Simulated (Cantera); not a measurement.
Charge: 1 mol SF6, 3.9 mol H2, at 4500 Torr.

These are equilibrium values from Cantera (NASA tables, ideal gas, pure condensed phases), not measurements of a reactor. Candidate condensed phases: S; 24 gas species. The numbers say what is thermodynamically allowed, not how fast it happens.

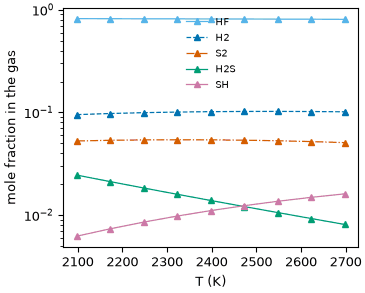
Equilibrium gas composition (values under 1e-9 drawn at 1e-9)

From 2098 K to 2698 K nothing is condensed.
